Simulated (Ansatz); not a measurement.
## Geometry relaxation, with input and output: C3H8O2

The run: geometry relaxation of C3H8O2, SMILES COCOC. Method and program: HF/6-31G*, RHF (Ansatz 0.2.0).

The geometry comes from this level: PBE0-D4/def2-TZVP. Figures and captions count atoms from 1; the log counts them from 0 in places.

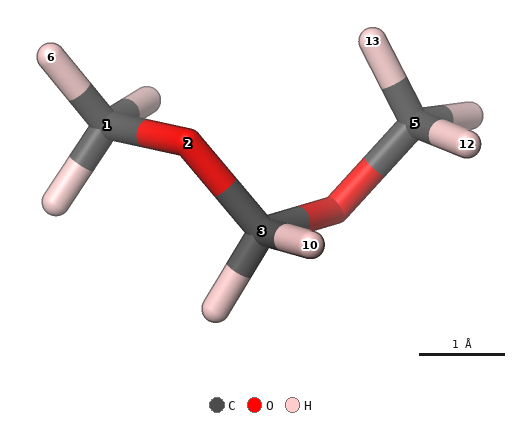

Figure 1. The input geometry (stick view, seen at a tilt; atoms are numbered from 1 in the order of the input).

Key numbers:

```json
{"quantity": "outcome", "value": "converged"}
{"quantity": "total energy", "value": "−267.954685 hartree"}
{"quantity": "basis functions", "value": "91"}
{"quantity": "largest force", "value": "0.001 eV/Å"}
{"quantity": "SCF solution under orbital rotations", "value": "stable"}
{"quantity": "HOMO", "value": "−11.84 eV"}
{"quantity": "LUMO", "value": "6.53 eV"}
{"quantity": "dipole moment", "value": "0.28 D"}
{"quantity": "hardware", "value": "1 thread of Arm Neoverse V2, 24 GiB of memory available, shared host"}
{"quantity": "wall time", "value": "13 s"}
{"quantity": "peak memory", "value": "0.17 GiB"}
```

Input:
```yaml
crystal:
  periodic: [false, false, false]
  atoms:
    - {symbol: C, position_ang: [-1.024400, -0.789300, 1.349800]}
    - {symbol: O, position_ang: [0.262200, -0.255300, 1.139700]}
    - {symbol: C, position_ang: [0.811400, -0.614800, -0.087400]}
    - {symbol: O, position_ang: [0.154100, -0.062300, -1.182600]}
    - {symbol: C, position_ang: [0.296400, 1.336700, -1.267600]}
    - {symbol: H, position_ang: [-1.339600, -0.485400, 2.347600]}
    - {symbol: H, position_ang: [-1.007500, -1.886200, 1.298200]}
    - {symbol: H, position_ang: [-1.743500, -0.416400, 0.613700]}
    - {symbol: H, position_ang: [0.761800, -1.701400, -0.234500]}
    - {symbol: H, position_ang: [1.856200, -0.280600, -0.049300]}
    - {symbol: H, position_ang: [-0.214200, 1.657300, -2.175200]}
    - {symbol: H, position_ang: [1.355300, 1.620400, -1.333200]}
    - {symbol: H, position_ang: [-0.147600, 1.842600, -0.404500]}
basis:
  gaussian:
    orbitals: "6-31G*"
magnetization:
  spin_polarized: false
  initial_magnetization: 0
hamiltonian:
  xc: hf
relax:
  f_tol: 0.002
output:
  orbitals: {seedname: orbitals}
```

Launched with:
```bash
ansatz run molecule.yaml --threads 1 --pin off --max-ram 3480MiB --events-out events.jsonl --progress --plain --runs-dir runs
```

What the program printed:
```
The last accepted step is kept in runs//last_step.txt (removed where the run ends without a failure and the disk answers)
Functional definition: HF
  name "HF"
  exchange = exact_x
  correlation = 0
1054 factors; integrals over basis functions are off by at most 4.1e-4 eV
mean field evaluation 1: about -7288.8174 eV, gradient 3.3e1 eV
mean field evaluation 2: about -7288.9161 eV, gradient 3.3e1 eV
mean field evaluation 4: about -7291.3473 eV, gradient 4.1e0 eV
mean field evaluation 8: about -7291.3859 eV, gradient 1.4e-1 eV
mean field -7291.38595698 eV, -267.9534916401 hartree, gradient 1.6e-5 eV, S^2 0.000000; 0 other end points of the search recorded, 0 dependent functions left out
the calculation of the forces begins
reference -7291.38595698 eV, -267.9534916401 hartree; 21, 21 occupied and 70, 70 virtual orbitals, 1054 factors
relax step   1: F+E_penalty+E_count = -7291.38595698 eV  Δ(F+E_penalty+E_count) = +0.000e0 eV  max|allowed force component| = 5.376e-1 eV/Å  Δτ_max = 0.0000 Å  (33 SCF iters, accepted)
these checks for a lower state are left out or cut short: starts, cluster_reference, orbital_swaps, neighbouring_geometries, increment
1054 factors; integrals over basis functions are off by at most 4.0e-4 eV
mean field evaluation 16: about -7291.4158 eV, gradient 1.7e-4 eV
mean field -7291.41584537 eV, -267.9545900180 hartree, gradient 2.4e-5 eV, S^2 0.000000; 0 other end points of the search recorded, 0 dependent functions left out
the calculation of the forces begins
reference -7291.41584537 eV, -267.9545900180 hartree; 21, 21 occupied and 70, 70 virtual orbitals, 1054 factors
relax step   2: F+E_penalty+E_count = -7291.41584537 eV  Δ(F+E_penalty+E_count) = -2.989e-2 eV  max|allowed force component| = 1.596e-1 eV/Å  Δτ_max = 0.0173 Å  (30 SCF iters, accepted)
these checks for a lower state are left out or cut short: starts, cluster_reference, orbital_swaps, neighbouring_geometries, increment
1054 factors; integrals over basis functions are off by at most 4.0e-4 eV
mean field -7291.41832717 eV, -267.9546812227 hartree, gradient 2.4e-5 eV, S^2 0.000000; 0 other end points of the search recorded, 0 dependent functions left out
the calculation of the forces begins
reference -7291.41832717 eV, -267.9546812227 hartree; 21, 21 occupied and 70, 70 virtual orbitals, 1054 factors
relax step   3: F+E_penalty+E_count = -7291.41832717 eV  Δ(F+E_penalty+E_count) = -2.482e-3 eV  max|allowed force component| = 2.018e-2 eV/Å  Δτ_max = 0.0080 Å  (31 SCF iters, accepted)
these checks for a lower state are left out or cut short: starts, cluster_reference, orbital_swaps, neighbouring_geometries, increment
1054 factors; integrals over basis functions are off by at most 4.0e-4 eV
mean field evaluation 32: about -7291.4184 eV, gradient 1.9e-5 eV
mean field -7291.41839788 eV, -267.9546838211 hartree, gradient 1.9e-5 eV, S^2 0.000000; 0 other end points of the search recorded, 0 dependent functions left out
the calculation of the forces begins
reference -7291.41839788 eV, -267.9546838211 hartree; 21, 21 occupied and 70, 70 virtual orbitals, 1054 factors
relax step   4: F+E_penalty+E_count = -7291.41839788 eV  Δ(F+E_penalty+E_count) = -7.071e-5 eV  max|allowed force component| = 7.878e-3 eV/Å  Δτ_max = 0.0039 Å  (23 SCF iters, accepted)
these checks for a lower state are left out or cut short: starts, cluster_reference, orbital_swaps, neighbouring_geometries, increment
1054 factors; integrals over basis functions are off by at most 4.0e-4 eV
mean field -7291.41841826 eV, -267.9546845703 hartree, gradient 1.9e-5 eV, S^2 0.000000; 0 other end points of the search recorded, 0 dependent functions left out
the calculation of the forces begins
reference -7291.41841826 eV, -267.9546845703 hartree; 21, 21 occupied and 70, 70 virtual orbitals, 1054 factors
relax step   5: F+E_penalty+E_count = -7291.41841826 eV  Δ(F+E_penalty+E_count) = -2.038e-5 eV  max|allowed force component| = 2.798e-3 eV/Å  Δτ_max = 0.0049 Å  (23 SCF iters, accepted)
these checks for a lower state are left out or cut short: starts, cluster_reference, orbital_swaps, neighbouring_geometries, increment
1054 factors; integrals over basis functions are off by at most 4.0e-4 eV
mean field -7291.41842950 eV, -267.9546849831 hartree, gradient 1.0e-5 eV, S^2 0.000000; 0 other end points of the search recorded, 0 dependent functions left out
the calculation of the forces begins
reference -7291.41842950 eV, -267.9546849831 hartree; 21, 21 occupied and 70, 70 virtual orbitals, 1054 factors
relax step   6: F+E_penalty+E_count = -7291.41842950 eV  Δ(F+E_penalty+E_count) = -1.123e-5 eV  max|allowed force component| = 1.634e-3 eV/Å  Δτ_max = 0.0041 Å  (23 SCF iters, accepted)
these checks for a lower state are left out or cut short: starts, cluster_reference, orbital_swaps, neighbouring_geometries, increment
1054 factors; integrals over basis functions are off by at most 4.0e-4 eV
mean field -7291.41843439 eV, -267.9546851627 hartree, gradient 1.8e-5 eV, S^2 0.000000; 0 other end points of the search recorded, 0 dependent functions left out
the calculation of the forces begins
reference -7291.41843439 eV, -267.9546851627 hartree; 21, 21 occupied and 70, 70 virtual orbitals, 1054 factors
relax step   7: F+E_penalty+E_count = -7291.41843439 eV  Δ(F+E_penalty+E_count) = -4.887e-6 eV  max|allowed force component| = 8.098e-4 eV/Å  Δτ_max = 0.0055 Å  (23 SCF iters, accepted)
1054 factors; integrals over basis functions are off by at most 4.0e-4 eV
mean field evaluation 64: about -7291.4184 eV, gradient 1.3e-5 eV
```

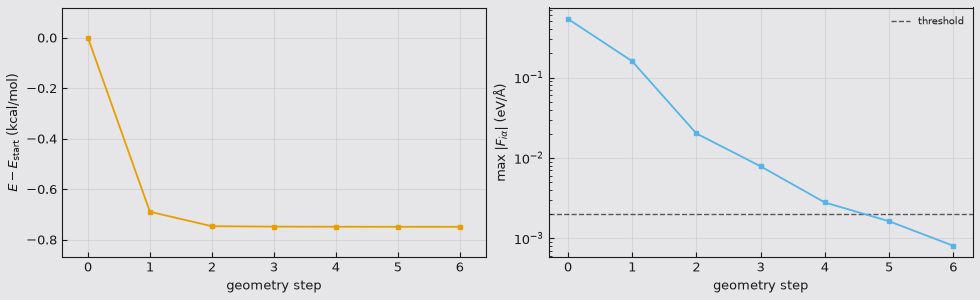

Figure 2. Progress of the relaxation, step by step (the first geometry is step 0 here and step 1 in the log).

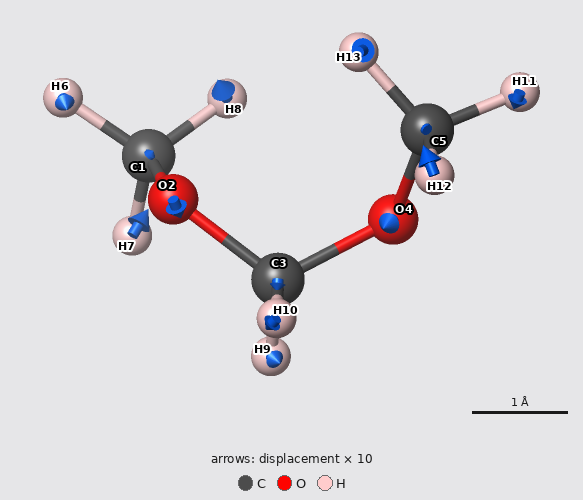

Figure 3. The starting structure with the displacements as blue arrows, magnified 10 times (ball-and-stick view, seen at a tilt). The two geometries are laid on each other by the best rigid fit. After 6 geometry steps the energy has fallen by 0.75 kcal/mol. The largest force component goes from 0.54 to 0.00081 eV/Å. The largest moves after the best rigid fit, 0.034 Å, are those of H7 and H12. By element the largest moves are H 0.034 Å, O 0.027 Å, C 0.014 Å. Distances before and after: C3–H10 1.098 → 1.085 Å, C1–H7 1.098 → 1.088 Å, C3–O4 1.392 → 1.381 Å, C1–H6 1.090 → 1.081 Å. (Atoms are counted from 1 in the order of the input.)

```
mean field -7291.41843439 eV, -267.9546851627 hartree, gradient 1.8e-5 eV, S^2 0.000000; 1 other end points of the search recorded, 0 dependent functions left out
the calculation of the forces begins
reference -7291.41843439 eV, -267.9546851627 hartree; 21, 21 occupied and 70, 70 virtual orbitals, 1054 factors
Total energy: -7291.41843439 eV, -267.9546851627 hartree
Atom 0 at    -1.025451    -0.782227     1.346189 Å, force    -0.000408    -0.000176    -0.000189 eV/Å
Atom 1 at     0.262367    -0.278721     1.126362 Å, force     0.000156     0.000689     0.000093 eV/Å
Atom 2 at     0.822153    -0.622914    -0.088571 Å, force     0.000124    -0.000283    -0.000041 eV/Å
Atom 3 at     0.178408    -0.057395    -1.171933 Å, force    -0.000524    -0.000297     0.000014 eV/Å
Atom 4 at     0.289876     1.335289    -1.263169 Å, force     0.000078     0.000415     0.000206 eV/Å
Atom 5 at    -1.318308    -0.483295     2.342771 Å, force     0.000244    -0.000250    -0.000810 eV/Å
Atom 6 at    -1.034023    -1.868230     1.285884 Å, force    -0.000329     0.000018     0.000323 eV/Å
Atom 7 at    -1.736286    -0.387681     0.629567 Å, force     0.000277    -0.000056     0.000540 eV/Å
Atom 8 at     0.778192    -1.695344    -0.243882 Å, force    -0.000039    -0.000112    -0.000151 eV/Å
Atom 9 at     1.856002    -0.298726    -0.041473 Å, force     0.000100     0.000125     0.000113 eV/Å
Atom 10 at    -0.210270     1.635747    -2.173049 Å, force     0.000399    -0.000237     0.000719 eV/Å
Atom 11 at     1.332874     1.639387    -1.315985 Å, force    -0.000136     0.000346    -0.000252 eV/Å
Atom 12 at    -0.174935     1.829411    -0.418011 Å, force     0.000057    -0.000182    -0.000565 eV/Å
Dipole moment:    -0.045776     0.034604     0.005003 e Å
```

Trajectory as extended XYZ (Å, eV, eV/Å), 7 frames, from step=1 to step=7:
```
13
Properties=species:S:1:pos:R:3:forces:R:3 step=1 energy=-7291.38596
C    -1.0244   -0.7893    1.3498   -0.1300   0.0102   0.0957
O     0.2622   -0.2553    1.1397   -0.3039  -0.3664  -0.5376
C     0.8114   -0.6148   -0.0874    0.1936  -0.1480  -0.0233
O     0.1541   -0.0623   -1.1826    0.3448   0.3365   0.5330
C     0.2964    1.3367   -1.2676   -0.0583   0.1299  -0.0725
H    -1.3396   -0.4854    2.3476    0.1004  -0.0943  -0.2997
H    -1.0075   -1.8862    1.2982    0.0173   0.3907   0.0298
H    -1.7435   -0.4164    0.6137    0.2928  -0.1148   0.2664
H     0.7618   -1.7014   -0.2345    0.0679   0.4848   0.1164
H     1.8562   -0.2806   -0.0493   -0.4607  -0.1869  -0.0723
H    -0.2142    1.6573   -2.1752    0.1572  -0.1011   0.2703
H     1.3553    1.6204   -1.3332   -0.3716  -0.1216   0.0087
H    -0.1476    1.8426   -0.4045    0.1505  -0.2190  -0.3150
13
Properties=species:S:1:pos:R:3:forces:R:3 step=2 energy=-7291.41585
C    -1.0273   -0.7876    1.3483    0.0389   0.0157  -0.0048
O     0.2591   -0.2695    1.1304   -0.0768  -0.1161  -0.1596
C     0.8177   -0.6196   -0.0881   -0.0462   0.0350   0.0041
O     0.1681   -0.0563   -1.1745    0.1130   0.0888   0.1563
C     0.2942    1.3389   -1.2655   -0.0043  -0.0425   0.0015
H    -1.3329   -0.4810    2.3407    0.0324  -0.0149  -0.0660
H    -1.0197   -1.8764    1.2998   -0.0064   0.0842   0.0093
H    -1.7381   -0.4101    0.6194    0.0549  -0.0259   0.0605
H     0.7721   -1.6952   -0.2381    0.0119   0.1040   0.0077
H     1.8534   -0.2925   -0.0465   -0.0970  -0.0395   0.0018
H    -0.2157    1.6489   -2.1689    0.0317  -0.0337   0.0587
H     1.3425    1.6294   -1.3321   -0.0830  -0.0163   0.0005
H    -0.1528    1.8363   -0.4102    0.0310  -0.0389  -0.0699
13
Properties=species:S:1:pos:R:3:forces:R:3 step=3 energy=-7291.41833
C    -1.0267   -0.7865    1.3464    0.0182   0.0141   0.0104
O     0.2586   -0.2756    1.1266   -0.0095  -0.0109  -0.0065
C     0.8185   -0.6202   -0.0882   -0.0046   0.0033   0.0003
O     0.1744   -0.0546   -1.1713    0.0090   0.0114   0.0067
C     0.2936    1.3377   -1.2636   -0.0102  -0.0202  -0.0113
H    -1.3255   -0.4791    2.3384   -0.0054  -0.0006   0.0039
H    -1.0261   -1.8730    1.2979   -0.0043  -0.0046  -0.0018
H    -1.7367   -0.4045    0.6225   -0.0078  -0.0002  -0.0022
H     0.7743   -1.6925   -0.2426    0.0033  -0.0097  -0.0045
H     1.8520   -0.2958   -0.0420    0.0108  -0.0009   0.0031
H    -0.2154    1.6411   -2.1674   -0.0014   0.0058  -0.0032
H     1.3378    1.6345   -1.3290    0.0035   0.0052   0.0019
H    -0.1582    1.8337   -0.4128   -0.0015   0.0073   0.0033
13
Properties=species:S:1:pos:R:3:forces:R:3 step=4 energy=-7291.41840
C    -1.0267   -0.7856    1.3468    0.0074   0.0030  -0.0002
O     0.2594   -0.2775    1.1265   -0.0019  -0.0006   0.0006
C     0.8198   -0.6212   -0.0884   -0.0011   0.0009   0.0001
O     0.1764   -0.0548   -1.1715    0.0000   0.0020  -0.0003
C     0.2927    1.3375   -1.2639   -0.0009  -0.0079  -0.0006
H    -1.3243   -0.4794    2.3397    0.0001   0.0007   0.0022
H    -1.0292   -1.8721    1.2963   -0.0016  -0.0031  -0.0009
H    -1.7369   -0.4011    0.6244   -0.0036   0.0016  -0.0017
H     0.7760   -1.6935   -0.2440   -0.0010  -0.0032  -0.0023
H     1.8536   -0.2972   -0.0410    0.0032   0.0016   0.0021
H    -0.2149    1.6401   -2.1688   -0.0009   0.0000  -0.0021
H     1.3364    1.6369   -1.3270    0.0027   0.0023   0.0008
H    -0.1618    1.8332   -0.4143   -0.0022   0.0028   0.0023
13
Properties=species:S:1:pos:R:3:forces:R:3 step=5 energy=-7291.41842
C    -1.0263   -0.7844    1.3465   -0.0026  -0.0010  -0.0008
O     0.2605   -0.2786    1.1264    0.0017   0.0021   0.0011
C     0.8210   -0.6220   -0.0885    0.0028  -0.0021  -0.0003
O     0.1778   -0.0557   -1.1717   -0.0017  -0.0022  -0.0011
C     0.2917    1.3367   -1.2636    0.0004   0.0027   0.0011
H    -1.3223   -0.4799    2.3405    0.0007  -0.0006  -0.0003
H    -1.0316   -1.8708    1.2933    0.0000   0.0011  -0.0007
H    -1.7367   -0.3964    0.6258    0.0008   0.0001   0.0008
H     0.7771   -1.6944   -0.2446   -0.0005   0.0013   0.0008
H     1.8549   -0.2981   -0.0406   -0.0015   0.0002  -0.0006
H    -0.2141    1.6384   -2.1699    0.0008  -0.0005   0.0001
H     1.3350    1.6386   -1.3237   -0.0009  -0.0004   0.0008
H    -0.1663    1.8318   -0.4152    0.0000  -0.0007  -0.0009
13
Properties=species:S:1:pos:R:3:forces:R:3 step=6 energy=-7291.41843
C    -1.0260   -0.7835    1.3464    0.0016  -0.0001  -0.0003
O     0.2613   -0.2784    1.1264   -0.0003  -0.0007  -0.0004
C     0.8214   -0.6223   -0.0885    0.0002   0.0000   0.0000
O     0.1778   -0.0564   -1.1718    0.0006   0.0005   0.0003
C     0.2910    1.3362   -1.2634    0.0006  -0.0015   0.0000
H    -1.3205   -0.4816    2.3415   -0.0003   0.0001   0.0009
H    -1.0325   -1.8698    1.2901    0.0000   0.0007  -0.0006
H    -1.7366   -0.3928    0.6275   -0.0006   0.0003  -0.0002
H     0.7774   -1.6947   -0.2442    0.0000   0.0003   0.0004
H     1.8552   -0.2982   -0.0410   -0.0004  -0.0001  -0.0003
H    -0.2122    1.6373   -2.1714   -0.0003   0.0004  -0.0008
H     1.3342    1.6388   -1.3204   -0.0006  -0.0002   0.0007
H    -0.1699    1.8309   -0.4165   -0.0004   0.0005   0.0003
13
Properties=species:S:1:pos:R:3:forces:R:3 step=7 energy=-7291.41843
C    -1.0255   -0.7822    1.3462   -0.0004  -0.0002  -0.0002
O     0.2624   -0.2787    1.1264    0.0002   0.0007   0.0001
C     0.8222   -0.6229   -0.0886    0.0001  -0.0003   0.0000
O     0.1784   -0.0574   -1.1719   -0.0005  -0.0003   0.0000
C     0.2899    1.3353   -1.2632    0.0001   0.0004   0.0002
H    -1.3183   -0.4833    2.3428    0.0002  -0.0003  -0.0008
H    -1.0340   -1.8682    1.2859   -0.0003   0.0000   0.0003
H    -1.7363   -0.3877    0.6296    0.0003  -0.0001   0.0005
H     0.7782   -1.6953   -0.2439    0.0000  -0.0001  -0.0002
H     1.8560   -0.2987   -0.0415    0.0001   0.0001   0.0001
H    -0.2103    1.6357   -2.1730    0.0004  -0.0002   0.0007
H     1.3329    1.6394   -1.3160   -0.0001   0.0003  -0.0003
H    -0.1749    1.8294   -0.4180    0.0001  -0.0002  -0.0006
```

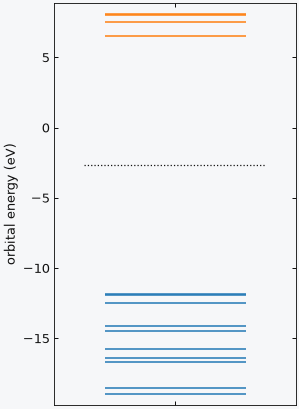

Figure 4. Orbital energies near the frontier; the dotted line parts filled from empty levels, and levels within 0.02 eV of each other stand side by side. Highest filled −11.84 eV, lowest empty 6.53 eV, 18.37 eV apart.

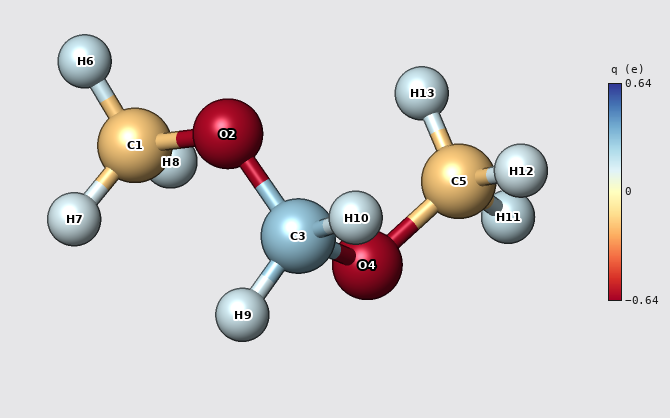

Figure 5. Mulliken charges, as the colour of each atom (ball-and-stick view, seen at a tilt; atoms are numbered from 1 in the order of the input). By element: C −0.18 to +0.29, O −0.61 and H +0.14 to +0.18 e.
